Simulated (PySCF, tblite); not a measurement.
**C4H8BO2+: dynamics, then NMR shifts on frames**

How do NMR shifts of C4H8BO2+ (`C=C[CH+]CB(O)O`) change as the atoms move?

Computed with tblite 0.8.0 and PySCF 2.14.0, with density-fitted response routines of our own, on a single molecule in the gas phase. Atoms count from 0, in the outputs and in this text.

### Step 1. Starting geometry

15 atoms, charge 1, multiplicity 1; geometry from: GFN2-xTB.

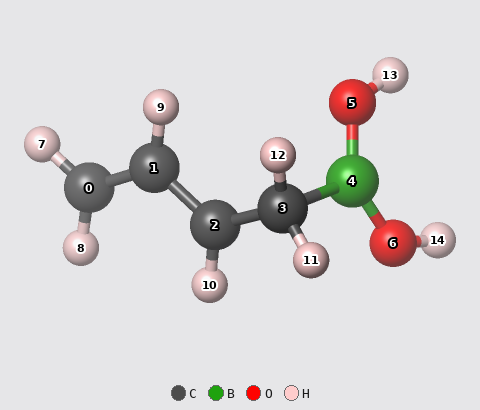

The starting geometry (carbon dark grey, boron green, oxygen red, hydrogen pink), atoms numbered.

### Step 2. Thermal motion with GFN2-xTB

The job: settings as JSON, then the geometry in Å.

```
{"job": {"kind": "md", "xc": "GFN2-xTB", "basis": "xTB", "temperature": 200, "steps": 2000, "every": 50, "frames": 5}, "charge": 1, "multiplicity": 1}
C      2.661604     0.063515     0.638999
C      1.585178     0.309331    -0.131796
C      0.562681    -0.652321    -0.317491
C     -0.552493    -0.465740    -1.146621
B     -1.689235     0.159367     0.000125
O     -1.666858     1.473294     0.049738
O     -2.378144    -0.785474     0.597574
H      3.453391     0.786696     0.749406
H      2.785518    -0.873486     1.160779
H      1.490689     1.250794    -0.657171
H      0.640871    -1.576873     0.245679
H     -1.040854    -1.369628    -1.496159
H     -0.464313     0.318741    -1.892378
H     -2.282673     2.010700     0.552066
H     -3.109774    -0.640927     1.200855
```

Method: GFN2-xTB Langevin dynamics, gas phase.

Run with:

```bash
$ OMP_NUM_THREADS=1 python probes_run.py task.json out
```

One launch serves the whole session: the jobs run in the order shown.

Standard output:

```text
t/fs     T/K      E/eV
    0.0   159.5   -587.73613
   25.0   112.8   -587.53214
   50.0   123.2   -587.57025
   75.0   113.6   -587.47288
  100.0   180.5   -587.56999
  125.0   133.5   -587.45060
  150.0   144.9   -587.46353
  175.0   155.4   -587.43627
  200.0   201.7   -587.49448
  225.0   191.3   -587.49902
  250.0   176.9   -587.46736
  275.0   165.2   -587.40391
  300.0   151.5   -587.29758
  325.0   210.6   -587.46794
  350.0   207.5   -587.37180
  375.0   175.2   -587.47216
  400.0   161.8   -587.38030
  425.0   215.2   -587.44682
  450.0   211.9   -587.30568
  475.0   217.8   -587.32643
  500.0   149.0   -587.17163
  525.0   297.0   -587.47411
  550.0   153.6   -587.20498
  575.0   216.1   -587.36347
  600.0   188.7   -587.41770
  625.0   248.7   -587.44091
  650.0   230.8   -587.40632
  675.0   241.7   -587.37200
  700.0   296.8   -587.44832
  725.0   239.7   -587.36220
  750.0   191.0   -587.38687
  775.0   207.7   -587.39905
  800.0   160.4   -587.30279
  825.0   241.8   -587.45866
  850.0   225.2   -587.45750
  875.0   150.8   -587.31453
  900.0   179.7   -587.37431
  925.0   199.7   -587.50188
  950.0   128.7   -587.41051
  975.0   167.6   -587.45130
 1000.0   161.9   -587.48843
```

It took 9 s on 1 thread of Intel Xeon Platinum 8488C, shared host; peak memory 0.18 GiB.

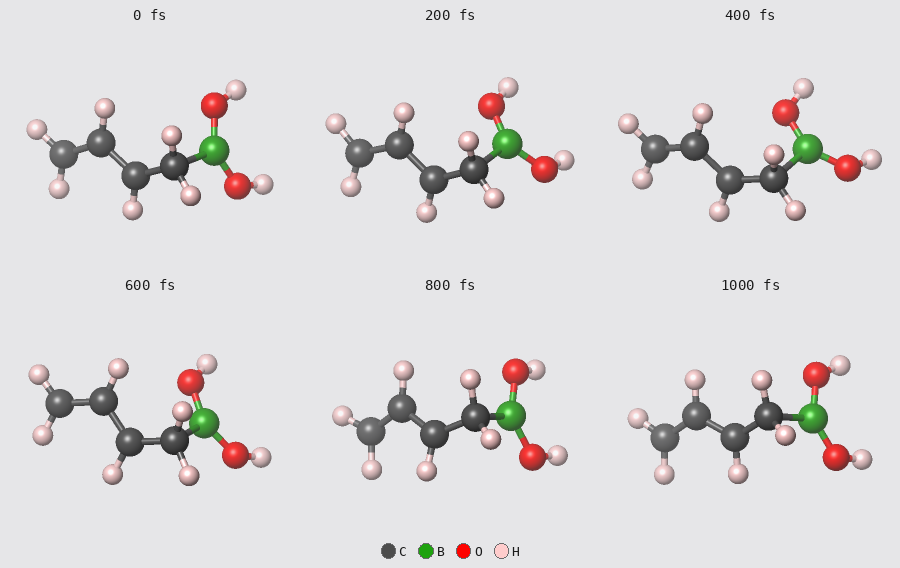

Frames of the run.

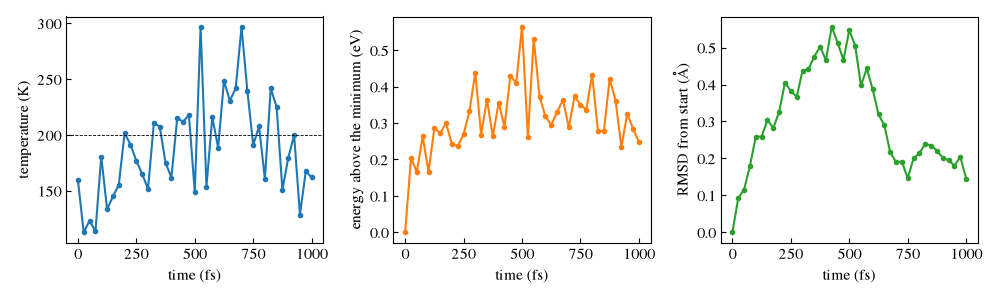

Temperature, potential energy and distance from the start.

Positions (Å) and forces (eV/Å) at 1000 fs:

```xyz
15

C     2.532   -0.414    1.000    0.736   -0.856    0.903
C     1.625    0.137    0.219   -0.992    0.313   -0.115
C     0.502   -0.534   -0.272   -0.299   -0.992   -0.165
C    -0.469   -0.013   -1.116   -0.524    0.253   -0.179
B    -1.740    0.109    0.128    0.042    1.600   -0.338
O    -1.814    1.417    0.478    0.131   -1.657   -0.253
O    -2.433   -0.986    0.359    0.436    0.578    0.065
H     3.323    0.186    1.364    0.751    0.334    0.283
H     2.534   -1.437    1.323   -0.083   -0.256   -0.102
H     1.686    1.163    0.029    0.192    1.391   -0.542
H     0.391   -1.546    0.089   -0.060   -0.353   -0.154
H    -0.971   -0.663   -1.838    0.096   -0.039    0.329
H    -0.257    0.974   -1.530   -0.105   -0.121    0.141
H    -2.494    1.787    1.040   -0.105    0.022    0.060
H    -3.174   -0.952    0.963   -0.217   -0.219    0.064
```

### Step 3. Shielding tensors: 250 fs, PBE0/pcSseg-1

The job: settings as JSON, then the geometry in Å.

```
{"job": {"kind": "nmr", "xc": "PBE0", "basis": "pcSseg-1", "pop": false}, "charge": 1, "multiplicity": 1}
C      2.440000    -0.067100     0.222300
C      1.279400     0.147700    -0.408900
C      0.252100    -0.826400    -0.454900
C     -1.002600    -0.645300    -0.998000
B     -1.883900     0.358800     0.174600
O     -1.294600     1.545100     0.347000
O     -2.995600    -0.249600     0.350400
H      3.243600     0.631200     0.241200
H      2.655500    -1.033200     0.657600
H      1.001000     1.087500    -0.839100
H      0.431100    -1.745400     0.098600
H     -1.598900    -1.562000    -1.029800
H     -1.068900    -0.079800    -1.923400
H     -1.739000     2.307800     0.772800
H     -3.658400     0.081400     0.942000
```

Method: GIAO PBE0/pcSseg-1 NMR shielding, non-relativistic, gas phase.

Standard output:

```text
coarse grid: 12568 points
cycle   1  E = -331.7234195708  dE =  1.273e+00  |g| = 8.258e-01  |ddm| = 3.356e+00
cycle   2  E = -331.6161378987  dE =  1.073e-01  |g| = 1.135e+00  |ddm| = 1.107e+00
cycle   3  E = -331.8434565323  dE = -2.273e-01  |g| = 6.714e-02  |ddm| = 6.736e-01
cycle   4  E = -331.8442557422  dE = -7.992e-04  |g| = 3.217e-02  |ddm| = 7.768e-02
cycle   5  E = -331.8444927605  dE = -2.370e-04  |g| = 1.331e-02  |ddm| = 3.381e-02
cycle   6  E = -331.8445381776  dE = -4.542e-05  |g| = 3.279e-03  |ddm| = 1.179e-02
cycle   7  E = -331.8445409128  dE = -2.735e-06  |g| = 6.886e-04  |ddm| = 2.947e-03
final grid: 121432 points
cycle   8  E = -331.9049377569  dE = -4.625e-05  |g| = 9.576e-03  |ddm| = 2.649e-02
cycle   9  E = -331.9049267370  dE =  1.102e-05  |g| = 1.251e-02  |ddm| = 1.359e-02
cycle  10  E = -331.9049567859  dE = -3.005e-05  |g| = 1.022e-03  |ddm| = 7.675e-03
cycle  11  E = -331.9049570069  dE = -2.210e-07  |g| = 1.822e-04  |ddm| = 8.011e-04
cycle  12  E = -331.9049570128  dE = -5.864e-09  |g| = 8.207e-05  |ddm| = 1.510e-04
cycle  13  E = -331.9049570141  dE = -1.373e-09  |g| = 2.972e-05  |ddm| = 7.449e-05
cycle  14  E = -331.9049570143  dE = -2.005e-10  |g| = 8.564e-06  |ddm| = 2.775e-05
converged SCF energy = -331.9049570143

GIAO shielding tensors (ppm)
atom      isotropic    diamagn.    paramagn.     s11        s22        s33       span
  0 C        4.774     253.593    -248.819   -108.165    -42.061    164.549    272.714
  1 C       39.911     258.404    -218.493    -61.786     19.058    162.462    224.248
  2 C      -49.726     260.736    -310.462   -189.879   -106.007    146.707    336.587
  3 C      110.368     257.943    -147.575     52.116    106.414    172.574    120.458
  4 B       81.227     196.059    -114.832     46.745     78.144    118.793     72.049
  5 O      216.376     391.583    -175.207    126.833    250.843    271.451    144.618
  6 O      210.875     383.837    -172.963    121.215    247.881    263.528    142.312
  7 H       23.413      28.228      -4.815     19.292     24.150     26.799      7.507
  8 H       23.819      29.452      -5.633     19.173     24.505     27.778      8.605
  9 H       23.939      32.781      -8.841     20.069     23.211     28.537      8.468
 10 H       21.954      33.112     -11.159     15.491     22.945     27.426     11.936
 11 H       26.597      30.373      -3.777     24.140     26.592     29.058      4.917
 12 H       26.599      30.034      -3.435     24.255     25.453     30.087      5.832
 13 H       25.846      27.768      -1.922     19.495     20.245     37.797     18.302
 14 H       26.674      27.764      -1.090     20.287     20.678     39.056     18.769
```

It took 20 s on 1 thread of Intel Xeon Platinum 8488C, shared host; peak memory 0.73 GiB.

Shifts follow as δ = σ(reference) − σ, with reference shieldings (ppm) from runs at the same level and on the same kind of geometry: ¹H TMS 31.72, ¹³C TMS 186.9, ¹⁷O H2O 336.1, ¹¹B BF3·OEt2 100.1. The references are single molecules in the gas phase, so shifts against H2O, NH3, PH3, H3PO4 or CFCl3 are not on the usual liquid scales and can be off by tens of ppm. Each atom is listed at this fixed geometry, with no averaging over motion; a spectrum would average atoms that exchange fast.

| atoms | environment | σ (ppm) | δ (ppm) |
| --- | --- | --- | --- |
| C2 | carbocation centre | -49.7 | 236.7 |
| C0 | terminal =CH2 carbon | 4.8 | 182.2 |
| C1 | alkene CH | 39.9 | 147.0 |
| C3 | sp3 CH2 bonded to B | 110.4 | 76.6 |
| H10 | hydrogen on a carbocation centre | 21.95 | 9.76 |
| H7 | hydrogen on a terminal =CH2 carbon | 23.41 | 8.30 |
| H8 | hydrogen on a terminal =CH2 carbon | 23.82 | 7.90 |
| H9 | hydrogen on an alkene CH | 23.94 | 7.78 |
| H13 | hydrogen on an oxygen bonded to B | 25.85 | 5.87 |
| H11 | hydrogen on an sp3 CH2 bonded to B | 26.60 | 5.12 |
| H12 | hydrogen on an sp3 CH2 bonded to B | 26.60 | 5.12 |
| H14 | hydrogen on an oxygen bonded to B | 26.67 | 5.04 |
| B4 | boron bonded to C, 2 O | 81.2 | 18.8 |
| O6 | oxygen bonded to B, H | 210.9 | 125.2 |
| O5 | oxygen bonded to B, H | 216.4 | 119.7 |

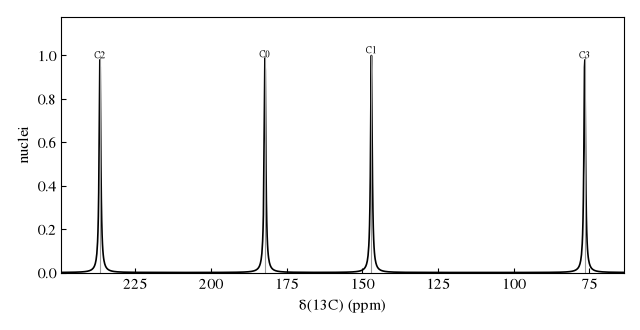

¹³C lines at the computed shifts, without couplings. Lines are broadened to a width of 0.64 ppm (Lorentzian).

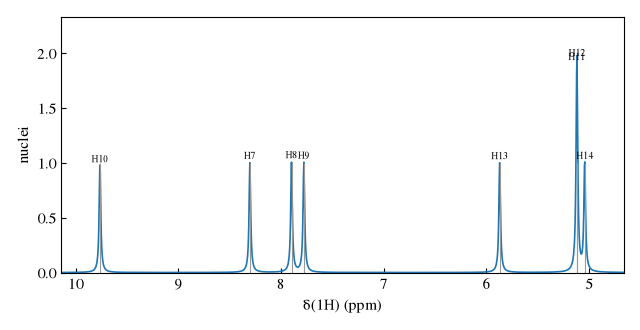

¹H lines at the computed shifts, without couplings. Lines are broadened to a width of 0.02 ppm (Lorentzian).

The fields below are evaluated on a grid from the run's orbitals.

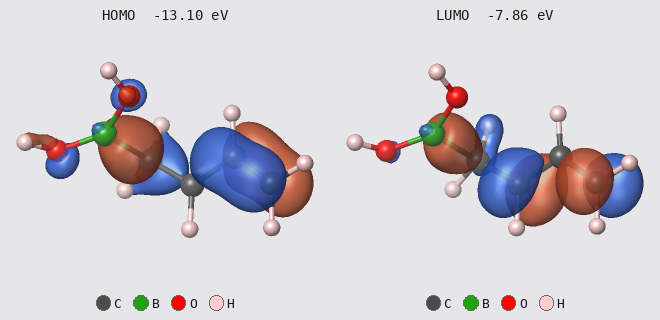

Frontier orbitals at PBE0/pcSseg-1; each surface holds 70 % of the orbital's density, blue and red mark the sign.

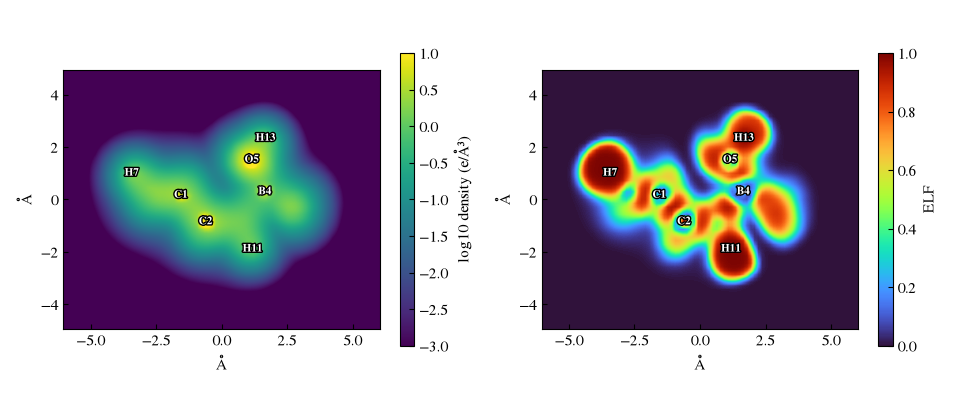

Density (left) and ELF (right) in a plane through or near 7 of the atoms.

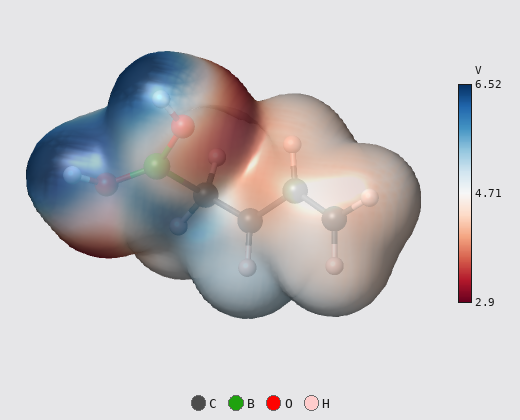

Electrostatic potential on the surface of density 0.002 e/bohr³; red is low, blue high. It runs from 2.90 V near O6 to 6.52 V near H13.

### Step 4. Shielding tensors: 425 fs, PBE0/pcSseg-1

The job: settings as JSON, then the geometry in Å.

```
{"job": {"kind": "nmr", "xc": "PBE0", "basis": "pcSseg-1", "pop": false}, "charge": 1, "multiplicity": 1}
C      2.472700     0.019700     0.214900
C      1.290300     0.134700    -0.413900
C      0.298700    -0.830700    -0.228500
C     -0.935800    -0.896900    -0.854900
B     -1.943100     0.064600     0.210800
O     -1.295300     1.121800     0.626100
O     -3.123600    -0.410000     0.467700
H      3.324100     0.717100     0.108000
H      2.665000    -0.681200     1.005700
H      1.129300     0.939900    -1.107300
H      0.494900    -1.544200     0.552300
H     -1.493100    -1.846800    -0.824900
H     -1.004700    -0.388400    -1.788900
H     -1.506800     1.787700     1.329000
H     -3.831000     0.069700     0.858100
```

With the program's defaults for keys left out, this is: GIAO PBE0/pcSseg-1 NMR shielding, non-relativistic, gas phase.

Standard output:

```text
coarse grid: 12568 points
cycle   1  E = -331.7222797401  dE =  1.297e+00  |g| = 8.362e-01  |ddm| = 3.352e+00
cycle   2  E = -331.6212254541  dE =  1.011e-01  |g| = 1.128e+00  |ddm| = 1.145e+00
cycle   3  E = -331.8441416706  dE = -2.229e-01  |g| = 6.124e-02  |ddm| = 6.989e-01
cycle   4  E = -331.8448396026  dE = -6.979e-04  |g| = 2.657e-02  |ddm| = 6.717e-02
cycle   5  E = -331.8449989541  dE = -1.594e-04  |g| = 8.574e-03  |ddm| = 2.302e-02
cycle   6  E = -331.8450107472  dE = -1.179e-05  |g| = 3.125e-03  |ddm| = 6.354e-03
cycle   7  E = -331.8450126614  dE = -1.914e-06  |g| = 4.270e-04  |ddm| = 1.985e-03
final grid: 121432 points
cycle   8  E = -331.9055944165  dE = -4.603e-05  |g| = 9.795e-03  |ddm| = 2.757e-02
cycle   9  E = -331.9055844518  dE =  9.965e-06  |g| = 1.258e-02  |ddm| = 1.342e-02
cycle  10  E = -331.9056138332  dE = -2.938e-05  |g| = 9.770e-04  |ddm| = 7.451e-03
cycle  11  E = -331.9056140320  dE = -1.988e-07  |g| = 2.073e-04  |ddm| = 7.771e-04
cycle  12  E = -331.9056140381  dE = -6.034e-09  |g| = 1.336e-04  |ddm| = 2.538e-04
cycle  13  E = -331.9056140431  dE = -5.024e-09  |g| = 2.352e-05  |ddm| = 1.263e-04
cycle  14  E = -331.9056140432  dE = -1.335e-10  |g| = 7.655e-06  |ddm| = 2.487e-05
converged SCF energy = -331.9056140432

GIAO shielding tensors (ppm)
atom      isotropic    diamagn.    paramagn.     s11        s22        s33       span
  0 C       -5.259     254.352    -259.611   -111.569    -65.612    161.406    272.975
  1 C       40.962     255.735    -214.773    -60.644     19.848    163.681    224.325
  2 C      -48.780     260.219    -308.999   -194.227   -102.855    150.741    344.968
  3 C      121.819     257.425    -135.606     64.844    127.994    172.620    107.776
  4 B       83.426     196.668    -113.243     53.816     82.332    114.130     60.314
  5 O      197.476     396.411    -198.934    123.338    209.454    259.637    136.300
  6 O      218.422     382.535    -164.114    128.618    259.244    267.403    138.785
  7 H       22.684      26.866      -4.182     19.295     23.094     25.663      6.368
  8 H       23.633      29.842      -6.209     18.626     24.680     27.593      8.967
  9 H       23.854      31.705      -7.851     20.667     23.167     27.729      7.062
 10 H       22.206      33.425     -11.219     15.144     23.488     27.988     12.844
 11 H       26.402      28.609      -2.207     23.825     25.698     29.683      5.858
 12 H       27.597      30.999      -3.402     25.168     26.700     30.924      5.756
 13 H       25.272      29.128      -3.856     19.402     19.952     36.462     17.060
 14 H       26.667      28.515      -1.848     20.327     20.753     38.921     18.594
```

Wall time 15 s (1 thread of Intel Xeon Platinum 8488C, shared host); peak memory 0.75 GiB.

Key values: δ C2 235.7, C0 192.2, C1 146.0, C3 65.1, H10 9.51, H7 9.03 ppm.

[end of part 1 of 2]
